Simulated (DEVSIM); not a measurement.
Device: Schottky contact on n-type GaN, at 300 K.

| layer (left to right) | material | thickness (μm) | Nd (cm⁻³) | τn (s) | τp (s) |
|---|---|---|---|---|---|
| 1 | GaN | 0.600 | 1.7e16 | 2.1e-9 | 2.1e-9 |

Left contact: Schottky, work function 5.11 eV, emission velocity 5.6e6 cm/s. Right contact: ohmic. Voltage is applied to the left contact. Recombination: SRH at mid-gap, Auger. Mobility is μmin + (μ − μmin)/(1 + (N/Nref)^α).

The device is made up for the run: typed textbook-type constants, with dimensions and the other settings drawn at random. Values at 300 K.

```csv
parameter,GaN
gap (eV),3.43
affinity (eV),4.1
permittivity,9.5
Nc (cm⁻³),2.3e18
Nv (cm⁻³),4.6e19
μn (cm²/Vs),1200
μp (cm²/Vs),100
"μn,min",55
"μp,min",3
"Nref,n",2e17
"Nref,p",3e17
αn,1
αp,2
Cn (cm⁶/s),1e-30
Cp (cm⁶/s),1e-30
```

Model (solved in DEVSIM): 1D drift-diffusion, Boltzmann statistics, complete ionisation; no tunnelling, impact ionisation, image-force lowering or self-heating. Metal contacts follow the ideal Schottky-Mott rule: no Fermi-level pinning, no interface dipoles.

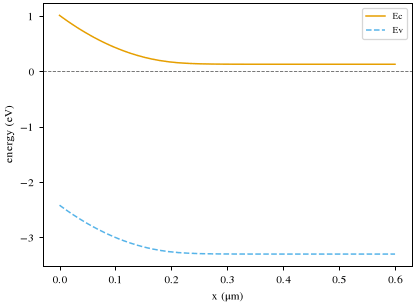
Band edges at zero bias

Energies count from the Fermi level of the right contact; mesh points crowd at the junctions.

| x (μm) | Ec (eV) | Ev (eV) | n (cm⁻³) | p (cm⁻³) | field (V/cm) |
|---|---|---|---|---|---|
| 0.000 | 1.010 | -2.420 | < 1e2 | < 1e2 | -74000 |
| 0.006603 | 0.962 | -2.469 | 160 | < 1e2 | -72000 |
| 0.01487 | 0.903 | -2.527 | 1600 | < 1e2 | -70000 |
| 0.02522 | 0.832 | -2.598 | 24000 | < 1e2 | -66000 |
| 0.04320 | 0.718 | -2.712 | 2000000 | < 1e2 | -61000 |
| 0.06070 | 0.617 | -2.813 | 9.8e7 | < 1e2 | -55000 |
| 0.07861 | 0.524 | -2.906 | 3.6e9 | < 1e2 | -49000 |
| 0.1153 | 0.366 | -3.064 | 1.6e12 | < 1e2 | -37000 |
| 0.1509 | 0.254 | -3.176 | 1.2e14 | < 1e2 | -26000 |
| 0.1956 | 0.171 | -3.259 | 3.1e15 | < 1e2 | -12000 |
| 0.2515 | 0.135 | -3.296 | 1.3e16 | < 1e2 | -2600 |
| 0.3347 | 0.127 | -3.303 | 1.7e16 | < 1e2 | -150 |
| 0.3934 | 0.127 | -3.303 | 1.7e16 | < 1e2 | -19 |
| 0.4403 | 0.127 | -3.303 | 1.7e16 | < 1e2 | ≈ 0 |
| 0.4884 | 0.127 | -3.303 | 1.7e16 | < 1e2 | ≈ 0 |
| 0.5162 | 0.127 | -3.303 | 1.7e16 | < 1e2 | ≈ 0 |
| 0.5350 | 0.127 | -3.303 | 1.7e16 | < 1e2 | ≈ 0 |
| 0.5534 | 0.127 | -3.303 | 1.7e16 | < 1e2 | ≈ 0 |
| 0.5722 | 0.127 | -3.303 | 1.7e16 | < 1e2 | ≈ 0 |
| 0.5831 | 0.127 | -3.303 | 1.7e16 | < 1e2 | ≈ 0 |
| 0.5918 | 0.127 | -3.303 | 1.7e16 | < 1e2 | ≈ 0 |
| 0.6000 | 0.127 | -3.303 | 1.7e16 | < 1e2 | ≈ 0 |
